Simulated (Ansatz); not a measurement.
## Geometry relaxation, with input and output: WNH$_{8}$F

- system: WNH$_{8}$F
- method: RKS B3LYP-D4/def2-SVP (Ansatz 0.2.0)

It belongs to a series of runs on one base structure; here: end point A relaxed.

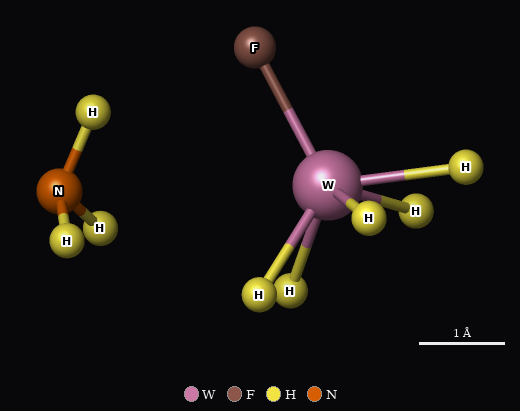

**Figure 1.** The input geometry (ball-and-stick view, seen at a tilt). Sticks mark near contacts. Bond lengths as drawn: F–W 1.85 Å, H–N 1.02 to 1.04 Å and H–W 1.68 to 1.69 Å.

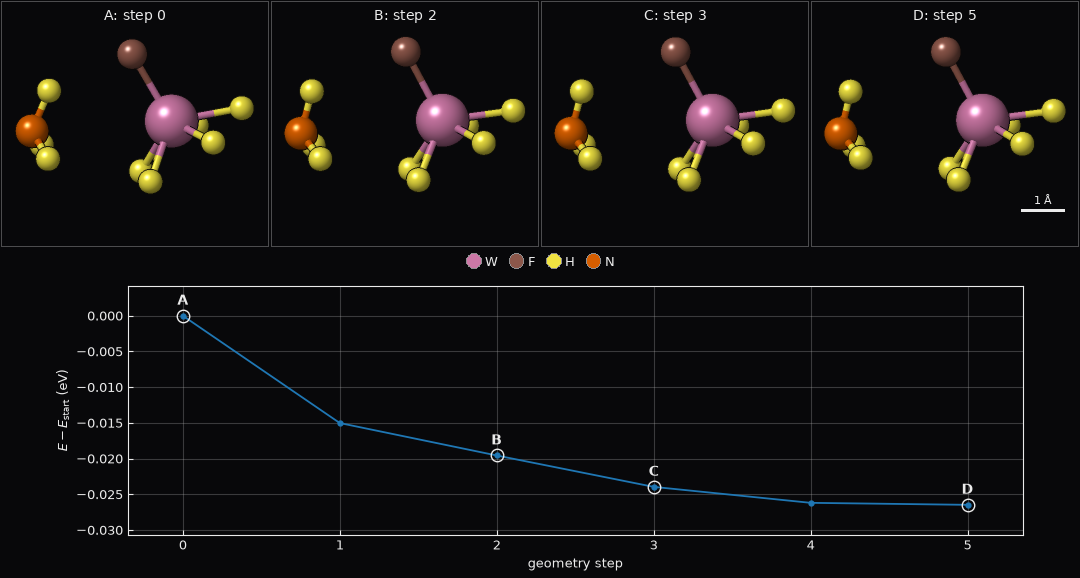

**Figure 2.** Frames of the relaxation (ball-and-stick view, seen at a tilt) above the curves, on which the letters mark them (the first geometry is step 0 here and step 1 in the log).

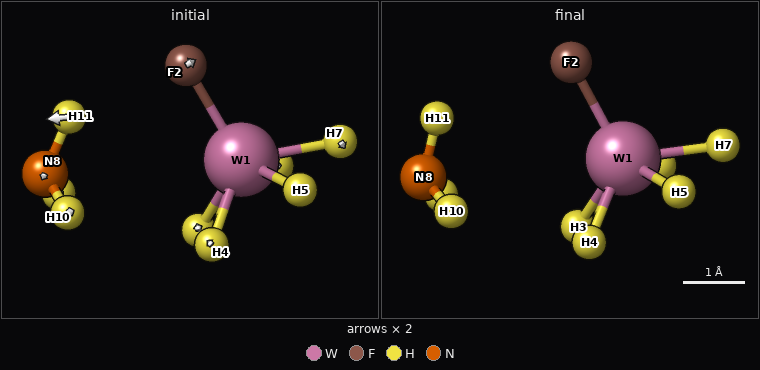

**Figure 3.** Before (left) and after (right) the relaxation, at one scale (ball-and-stick view, seen at a tilt). The white arrows give the displacements, magnified 2 times. Over 5 geometry steps the energy falls by 0.026 eV. Largest force component: 0.59 eV/Å at the start, 0.026 eV/Å at the end. The largest move after the best rigid fit is that of H11, 0.20 Å. By element the largest moves are H 0.20 Å, F 0.11 Å, N 0.07 Å, W 0.04 Å. Among the contacts that change: N8–H11 1.036 → 1.017 Å. (Atoms are counted from 1 in the order of the input.)

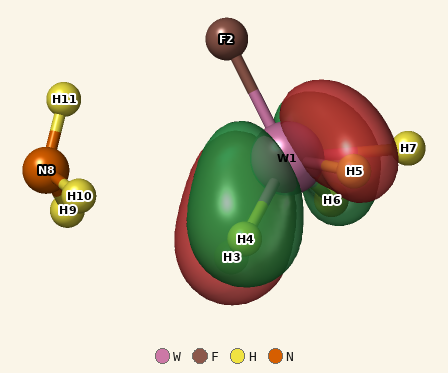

**Figure 4.** The HOMO−1 at ±0.15 Å⁻³ᐟ² (green and red are the two phases), seen face on. It lies mainly on W1 (55 %), H4 (15 %) and H3 (15 %). Its energy is −8.56 eV.

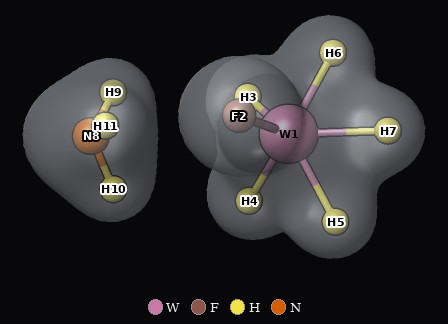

**Figure 5.** Isosurface of the electron density at 0.2 e/Å³ (grey), seen from the side. At this value the surface falls into two separate pieces. It is pinched off along the W···N (3.35 Å) contacts. On the grid the lowest density along these lines, outside the cores, is 0.07 e/Å³ (W···N, 3.35 Å), 1 e/Å³ (W–F, 1.85 Å), 2.2 e/Å³ (N–H, 1.02 Å) and 0.96 e/Å³ (W–H, 1.68 Å).

The input that produced these results follows, with the program's output.

Input file:
```yaml
crystal:
  periodic: [false, false, false]
  atoms:
    - { symbol: W, position_ang: [-0.103867, -0.073004, 0.090088] }
    - { symbol: F, position_ang: [-0.233113, -0.034933, 1.935657] }
    - { symbol: H, position_ang: [1.39802, 0.145544, -0.645604] }
    - { symbol: H, position_ang: [0.112506, 1.380913, -0.736195] }
    - { symbol: H, position_ang: [-1.472803, 0.524984, -0.688138] }
    - { symbol: H, position_ang: [0.637075, -1.462994, -0.512244] }
    - { symbol: H, position_ang: [-1.146578, -1.228805, -0.555848] }
    - { symbol: "N", position_ang: [1.917832, 1.975474, 1.662311] }
    - { symbol: H, position_ang: [2.521478, 1.335628, 1.148833] }
    - { symbol: H, position_ang: [1.398581, 2.553355, 1.004462] }
    - { symbol: H, position_ang: [1.26307, 1.438638, 2.25968] }
basis:
  gaussian: { orbitals: def2-SVP }
hamiltonian:
  xc: b3lyp
  dispersion: d4
relax:
  f_tol: 0.03
  max_steps: 50
output:
  orbitals: {}
```

Command:
```bash
ansatz run input.yaml --threads 2 --pin off --max-ram 3072MiB --backend cpu --events-out ev --progress --plain --runs-dir out
```

What the program printed:
```
The last accepted step is kept in [file] (removed where the run ends without a failure and the disk answers)
Engine: ansatz 0.2.0, x86_64-unknown-linux-gnu
Functional definition: B3LYP
  parameter a0 = 0.2
  parameter ax = 0.72
  parameter ac = 0.81
  exchange = (1 - a0 - ax)*slater_x + ax*b88_x + a0*exact_x
  correlation = (1 - ac)*vwn_rpa_c + ac*lyp_c
1095 factors; integrals over basis functions are off by at most 5.7e-4 eV
mean field evaluation 1: about -6153.5665 eV, gradient 5.7e1 eV
mean field evaluation 2: about -6113.9565 eV, gradient 1.2e2 eV
mean field evaluation 4: about -6159.3467 eV, gradient 1.3e1 eV
mean field evaluation 8: about -6159.8041 eV, gradient 1.0e-1 eV
mean field evaluation 16: about -6159.8422 eV, gradient 6.1e-5 eV
mean field -6159.84216368 eV, -226.3700242242 hartree, gradient 9.4e-6 eV, S^2 0.000000; 0 other end points of the search recorded, 0 dependent functions left out
the calculation of the forces begins
reference -6159.84246180 eV, -226.3700351800 hartree; 19, 19 occupied and 81, 81 virtual orbitals, 1095 factors
relax step   1: F+E_penalty+E_count = -6160.14782452 eV  Δ(F+E_penalty+E_count) = +0.000e0 eV  max|allowed force component| = 5.939e-1 eV/Å  Δτ_max = 0.0000 Å  (30 SCF iters, accepted)
these checks for a lower state are left out or cut short: starts, cluster_reference, orbital_swaps, neighbouring_geometries, increment
1095 factors; integrals over basis functions are off by at most 5.7e-4 eV
mean field -6159.86017730 eV, -226.3706862127 hartree, gradient 2.5e-5 eV, S^2 0.000000; 0 other end points of the search recorded, 0 dependent functions left out
the calculation of the forces begins
reference -6159.86047685 eV, -226.3706972208 hartree; 19, 19 occupied and 81, 81 virtual orbitals, 1095 factors
relax step   2: F+E_penalty+E_count = -6160.16284392 eV  Δ(F+E_penalty+E_count) = -1.502e-2 eV  max|allowed force component| = 5.442e-1 eV/Å  Δτ_max = 0.1881 Å  (31 SCF iters, accepted)
these checks for a lower state are left out or cut short: starts, cluster_reference, orbital_swaps, neighbouring_geometries, increment
1095 factors; integrals over basis functions are off by at most 6.2e-4 eV
mean field evaluation 32: about -6159.8645 eV, gradient 1.2e-5 eV
mean field -6159.86452653 eV, -226.3708460440 hartree, gradient 1.2e-5 eV, S^2 0.000000; 0 other end points of the search recorded, 0 dependent functions left out
the calculation of the forces begins
reference -6159.86482586 eV, -226.3708570442 hartree; 19, 19 occupied and 81, 81 virtual orbitals, 1095 factors
relax step   3: F+E_penalty+E_count = -6160.16738488 eV  Δ(F+E_penalty+E_count) = -4.541e-3 eV  max|allowed force component| = 3.955e-1 eV/Å  Δτ_max = 0.0651 Å  (31 SCF iters, accepted)
these checks for a lower state are left out or cut short: starts, cluster_reference, orbital_swaps, neighbouring_geometries, increment
1095 factors; integrals over basis functions are off by at most 5.8e-4 eV
mean field -6159.86878179 eV, -226.3710024217 hartree, gradient 8.1e-6 eV, S^2 0.000000; 0 other end points of the search recorded, 0 dependent functions left out
the calculation of the forces begins
reference -6159.86908095 eV, -226.3710134158 hartree; 19, 19 occupied and 81, 81 virtual orbitals, 1095 factors
relax step   4: F+E_penalty+E_count = -6160.17177904 eV  Δ(F+E_penalty+E_count) = -4.394e-3 eV  max|allowed force component| = 2.583e-1 eV/Å  Δτ_max = 0.0175 Å  (34 SCF iters, accepted)
these checks for a lower state are left out or cut short: starts, cluster_reference, orbital_swaps, neighbouring_geometries, increment
1095 factors; integrals over basis functions are off by at most 5.7e-4 eV
mean field -6159.87195302 eV, -226.3711189622 hartree, gradient 8.3e-6 eV, S^2 0.000000; 0 other end points of the search recorded, 0 dependent functions left out
the calculation of the forces begins
reference -6159.87225255 eV, -226.3711299699 hartree; 19, 19 occupied and 81, 81 virtual orbitals, 1095 factors
relax step   5: F+E_penalty+E_count = -6160.17401326 eV  Δ(F+E_penalty+E_count) = -2.234e-3 eV  max|allowed force component| = 3.619e-2 eV/Å  Δτ_max = 0.0529 Å  (33 SCF iters, accepted)
these checks for a lower state are left out or cut short: starts, cluster_reference, orbital_swaps, neighbouring_geometries, increment
1095 factors; integrals over basis functions are off by at most 5.7e-4 eV
mean field -6159.87193624 eV, -226.3711183456 hartree, gradient 8.2e-6 eV, S^2 0.000000; 0 other end points of the search recorded, 0 dependent functions left out
the calculation of the forces begins
reference -6159.87223555 eV, -226.3711293453 hartree; 19, 19 occupied and 81, 81 virtual orbitals, 1095 factors
relax step   6: F+E_penalty+E_count = -6160.17429315 eV  Δ(F+E_penalty+E_count) = -2.799e-4 eV  max|allowed force component| = 2.572e-2 eV/Å  Δτ_max = 0.0228 Å  (34 SCF iters, accepted)
1095 factors; integrals over basis functions are off by at most 5.7e-4 eV
mean field evaluation 64: about -6159.8718 eV, gradient 1.9e-1 eV
mean field -6159.87193624 eV, -226.3711183456 hartree, gradient 8.2e-6 eV, S^2 0.000000; 1 other end points of the search recorded, 0 dependent functions left out
the calculation of the forces begins
reference -6159.87223555 eV, -226.3711293453 hartree; 19, 19 occupied and 81, 81 virtual orbitals, 1095 factors
Total energy: -6160.17459246 eV, -226.3822407567 hartree
Atom 0 at    -0.119277    -0.106883     0.090124 Å, force     0.002605     0.006063    -0.025723 eV/Å
Atom 1 at    -0.287711    -0.124798     1.929309 Å, force     0.002882     0.000333     0.006340 eV/Å
Atom 2 at     1.410134     0.107599    -0.587898 Å, force    -0.002398    -0.000091     0.004350 eV/Å
Atom 3 at     0.142549     1.370040    -0.682024 Å, force     0.001549    -0.006584     0.000575 eV/Å
Atom 4 at    -1.451921     0.553200    -0.701572 Å, force     0.000689    -0.001785     0.004838 eV/Å
Atom 5 at     0.608023    -1.492540    -0.534225 Å, force    -0.001163     0.001784     0.002437 eV/Å
Atom 6 at    -1.163177    -1.214930    -0.631190 Å, force    -0.001056     0.001528     0.004348 eV/Å
Atom 7 at     1.944671     2.027699     1.631089 Å, force    -0.004074    -0.002074     0.008226 eV/Å
Atom 8 at     2.483685     1.343773     1.104336 Å, force    -0.001524     0.002764    -0.003642 eV/Å
Atom 9 at     1.329014     2.531871     0.996600 Å, force     0.002106    -0.001614    -0.003767 eV/Å
Atom 10 at     1.396211     1.559768     2.348453 Å, force     0.000384    -0.000325     0.002019 eV/Å
Dipole moment:    -0.058145    -0.058061    -0.004304 e Å
```

Trajectory as extended XYZ (Å, eV, eV/Å), 6 frames, from step=1 to step=6:
```
11
Properties=species:S:1:pos:R:3:forces:R:3 step=1 energy=-6160.14783
W    -0.1039   -0.0730    0.0901    0.0242  -0.0698  -0.0578
F    -0.2331   -0.0349    1.9357   -0.0951  -0.0926   0.0247
H     1.3980    0.1455   -0.6456   -0.0070   0.0087   0.0140
H     0.1125    1.3809   -0.7362   -0.0151   0.0120  -0.0001
H    -1.4728    0.5250   -0.6881    0.0127   0.0155   0.0021
H     0.6371   -1.4630   -0.5122   -0.0178   0.0172   0.0261
H    -1.1466   -1.2288   -0.5558    0.0101   0.0198  -0.0125
N     1.9178    1.9755    1.6623   -0.4724  -0.4327   0.4393
H     2.5215    1.3356    1.1488   -0.0185   0.0182   0.0073
H     1.3986    2.5534    1.0045   -0.0149  -0.0126   0.0015
H     1.2631    1.4386    2.2597    0.5939   0.5163  -0.4446
11
Properties=species:S:1:pos:R:3:forces:R:3 step=2 energy=-6160.16284
W    -0.1116   -0.0875    0.0795   -0.1275   0.0078   0.1583
F    -0.2723   -0.0770    1.9247    0.0148  -0.0069  -0.1295
H     1.3963    0.1453   -0.6377    0.0284  -0.0069   0.0184
H     0.0968    1.3760   -0.7345    0.0468   0.0129   0.0299
H    -1.4663    0.5322   -0.7062   -0.0070  -0.0265   0.0020
H     0.6275   -1.4774   -0.5164    0.0242  -0.0027  -0.0253
H    -1.1496   -1.2278   -0.5975    0.0080   0.0048  -0.0141
N     1.9484    2.0082    1.6508   -0.4256  -0.2558   0.2177
H     2.4997    1.3162    1.1418   -0.0542   0.0582   0.0816
H     1.3491    2.5064    0.9864    0.1124  -0.1173   0.2053
H     1.3741    1.5404    2.3724    0.3796   0.3322  -0.5442
11
Properties=species:S:1:pos:R:3:forces:R:3 step=3 energy=-6160.16738
W    -0.1256   -0.0931    0.0932    0.0745  -0.0361   0.0509
F    -0.3032   -0.1104    1.9352    0.0137   0.0136  -0.0884
H     1.3992    0.1395   -0.5914   -0.0202   0.0007   0.0188
H     0.1336    1.3855   -0.6817   -0.0794  -0.0242   0.0043
H    -1.4762    0.5204   -0.7037    0.0246   0.0680  -0.0102
H     0.6343   -1.4646   -0.5226   -0.0232  -0.0148   0.0110
H    -1.1493   -1.2220   -0.6239    0.0122  -0.0097   0.0000
N     1.9524    2.0115    1.6305   -0.3486  -0.2032   0.1950
H     2.4958    1.3196    1.1141   -0.0526   0.0544   0.0585
H     1.3607    2.5267    0.9743    0.0932  -0.1149   0.1556
H     1.3705    1.5417    2.3390    0.3057   0.2662  -0.3955
11
Properties=species:S:1:pos:R:3:forces:R:3 step=4 energy=-6160.17178
W    -0.1238   -0.0957    0.0925    0.0469  -0.0020   0.0167
F    -0.2978   -0.1049    1.9333    0.0007  -0.0056  -0.0439
H     1.4022    0.1363   -0.5880   -0.0153   0.0094   0.0042
H     0.1183    1.3840   -0.6836   -0.0111  -0.0244   0.0032
H    -1.4664    0.5348   -0.7055    0.0008   0.0021  -0.0029
H     0.6310   -1.4707   -0.5235   -0.0100   0.0008   0.0108
H    -1.1446   -1.2284   -0.6231   -0.0148   0.0113   0.0000
N     1.9520    2.0103    1.6303   -0.2333  -0.1525   0.1915
H     2.4894    1.3173    1.1116   -0.0241   0.0334   0.0169
H     1.3588    2.5289    0.9824    0.0469  -0.0574   0.0618
H     1.3732    1.5429    2.3366    0.2132   0.1850  -0.2583
11
Properties=species:S:1:pos:R:3:forces:R:3 step=5 energy=-6160.17401
W    -0.1217   -0.1045    0.0857   -0.0124  -0.0130   0.0304
F    -0.2924   -0.1197    1.9245    0.0059   0.0066   0.0028
H     1.4050    0.1173   -0.5938    0.0128  -0.0006  -0.0003
H     0.1320    1.3720   -0.6885    0.0018   0.0082  -0.0061
H    -1.4583    0.5443   -0.7075   -0.0043   0.0027  -0.0037
H     0.6140   -1.4886   -0.5309    0.0022  -0.0023  -0.0085
H    -1.1599   -1.2212   -0.6298   -0.0005   0.0019  -0.0061
N     1.9512    2.0253    1.6332    0.0250   0.0167  -0.0362
H     2.4802    1.3312    1.1095    0.0013   0.0007   0.0076
H     1.3341    2.5261    0.9973   -0.0050   0.0019   0.0064
H     1.4081    1.5725    2.3631   -0.0267  -0.0227   0.0137
11
Properties=species:S:1:pos:R:3:forces:R:3 step=6 energy=-6160.17429
W    -0.1193   -0.1069    0.0901    0.0026   0.0061  -0.0257
F    -0.2877   -0.1248    1.9293    0.0029   0.0003   0.0063
H     1.4101    0.1076   -0.5879   -0.0024  -0.0001   0.0043
H     0.1425    1.3700   -0.6820    0.0015  -0.0066   0.0006
H    -1.4519    0.5532   -0.7016    0.0007  -0.0018   0.0048
H     0.6080   -1.4925   -0.5342   -0.0012   0.0018   0.0024
H    -1.1632   -1.2149   -0.6312   -0.0011   0.0015   0.0043
N     1.9447    2.0277    1.6311   -0.0041  -0.0021   0.0082
H     2.4837    1.3438    1.1043   -0.0015   0.0028  -0.0036
H     1.3290    2.5319    0.9966    0.0021  -0.0016  -0.0038
H     1.3962    1.5598    2.3485    0.0004  -0.0003   0.0020
```

Key numbers:

- outcome: converged
- total energy: −6160.1746 eV
- mean-field energy: −6159.8722 eV
- largest force (length of the vector) at the end: 0.027 eV/Å
- hardware: 2 threads of Intel Xeon (Granite Rapids), 32 GiB of memory available, shared host
- wall time: 11 s (CPU time 21 s)
- peak memory: 0.23 GiB
